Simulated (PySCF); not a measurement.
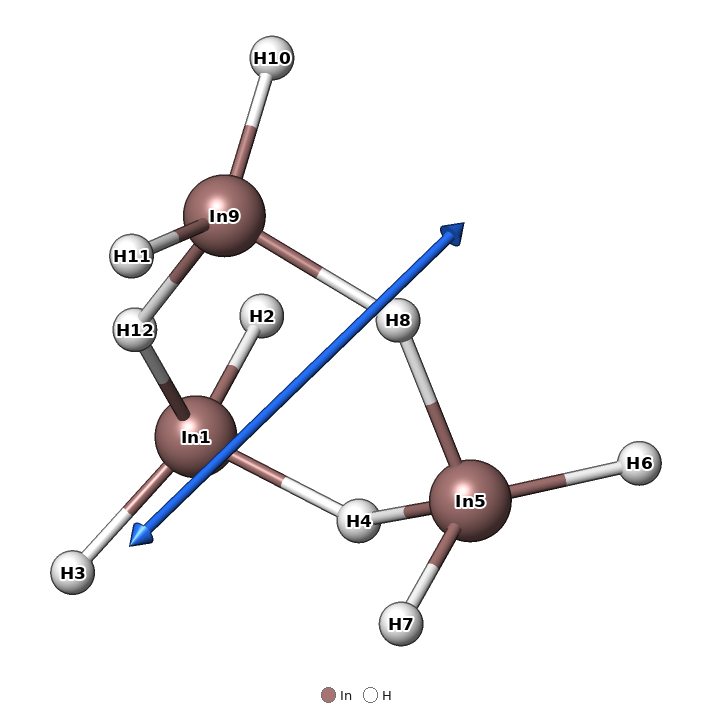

The double arrow shows the direction of the transition dipole to excited singlet state 7 (its length means nothing). The geometry was computed by an optimisation with PBE0-D3(BJ)/def2-SVP. No frequency run is at hand to confirm it as a minimum. Properties computed with TDDFT CAM-B3LYP/def2-SVPD, vertical, gas phase, core orbitals frozen in the response, core potentials on In (PySCF 2.14.0).

Give its energy, strength and character.

6.75 eV (184 nm), oscillator strength 0.16, of mixed character, with the largest part HOMO → LUMO+1 (weight 0.41); transition dipole 2.46 D.
